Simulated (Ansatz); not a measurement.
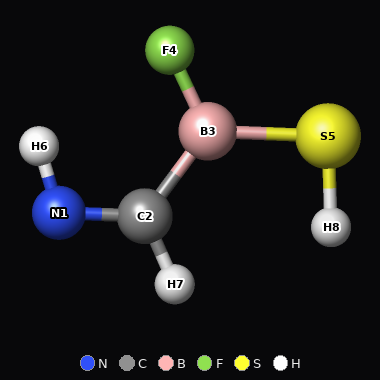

The system is CH₃BFNS, SMILES N=CB(F)S; the picture shows the reference structure. First axis: bond length C2–H7. Second axis: angle B3–C2–H7. Nothing is relaxed (all other coordinates rigid). The scan uses an 11 × 11 grid. Energies: eV, counted from the lowest grid point. The reference is spin-restricted, which grows unreliable where a bond is stretched far. Method: Ansatz, RKS PBE-D4/def2-SVP.

Its coordinates:

```tsv
atom	x (Å)	y (Å)	z (Å)
N	-0.6460	0.7894	1.6157
C	0.1362	0.4893	0.6369
B	-0.2493	-0.4930	-0.5418
F	-1.4683	-1.0533	-0.5269
S	0.8497	-0.9120	-1.9132
H	-1.5493	0.2855	1.4966
H	1.1444	0.9679	0.6469
H	1.8747	-0.1309	-1.4700
```

Range: bond length C2–H7 from 0.915 to 1.674 Å; angle B3–C2–H7 from 74.5 to 164.5°.

What landscape does the calculation give?

The lowest grid point is at bond length C2–H7 = 1.143 Å, angle B3–C2–H7 = 119.5°. It is the only kind of minimum in the scanned range. The highest grid point, bond length C2–H7 = 1.674 Å, angle B3–C2–H7 = 164.5°, lies 7.54 eV above the lowest. Round the minimum the two coordinates are weakly coupled (coupling 0.07 in units of the two stiffnesses).

```csv
"angle B3–C2–H7 ↓, bond length C2–H7 →",0.915,0.991,1.067,1.143,1.219,1.295,1.371,1.446,1.522,1.598,1.674
164.5,6.83,6.21,5.95,5.93,6.04,6.24,6.49,6.75,7.02,7.28,7.54
155.5,3.53,2.93,2.68,2.67,2.81,3.04,3.32,3.61,3.92,4.22,4.52
146.5,1.99,1.39,1.14,1.14,1.28,1.52,1.80,2.11,2.43,2.75,3.07
137.5,1.28,0.67,0.43,0.41,0.55,0.79,1.07,1.38,1.70,2.03,2.34
128.5,0.98,0.37,0.11,0.09,0.22,0.45,0.73,1.02,1.34,1.66,1.97
119.5,0.92,0.29,0.03,0.00,0.12,0.33,0.60,0.88,1.19,1.50,1.80
110.5,1.02,0.39,0.12,0.07,0.18,0.38,0.63,0.89,1.18,1.47,1.76
101.5,1.28,0.63,0.35,0.29,0.38,0.56,0.79,1.03,1.30,1.57,1.84
92.5,1.67,1.02,0.72,0.64,0.71,0.87,1.08,1.31,1.55,1.80,2.04
83.5,2.20,1.54,1.22,1.13,1.19,1.33,1.52,1.72,1.95,2.18,2.40
74.5,2.86,2.19,1.86,1.76,1.80,1.93,2.11,2.31,2.53,2.76,2.98
```

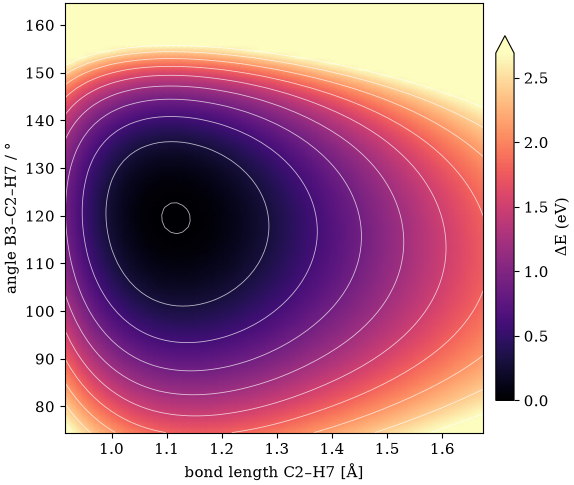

Drawn: a smooth colour map with a few white contour lines, one colour for all values above the top of the scale. Between grid points the surface is interpolated.

The whole map (121 points run) took 9.1 min on 1 thread of Arm Neoverse V2 (shared host).
